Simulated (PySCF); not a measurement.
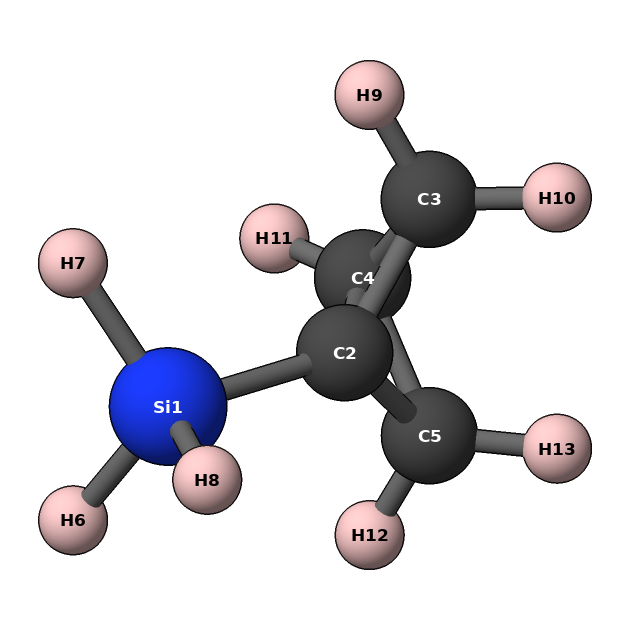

The geometry was computed by an optimisation with PBE0-D3(BJ)/def2-SVP. No frequency run is at hand to confirm it as a minimum. Method: GIAO LDA/pcSseg-2 NMR shielding, non-relativistic, gas phase (PySCF 2.14.0). Principal shieldings σ11 ≤ σ22 ≤ σ33, span Ω = σ33 − σ11, skew κ = 3(σiso − σ22)/Ω.

Which C atom has the most anisotropic shielding?

C2, with a span of 70 ppm.

Give the shielding tensors of the C atoms.

| atom | σ11 | σ22 | σ33 | σiso | Ω | κ |
| --- | --- | --- | --- | --- | --- | --- |
| C2 | 144.0 | 206.1 | 214.4 | 188.2 | 70.5 | −0.77 |
| C3, C5 | 120.9 | 137.0 | 167.8 | 141.9 | 46.9 | 0.31 |
| C4 | 142.9 | 184.5 | 186.2 | 171.2 | 43.3 | −0.92 |

Shieldings and span in ppm.
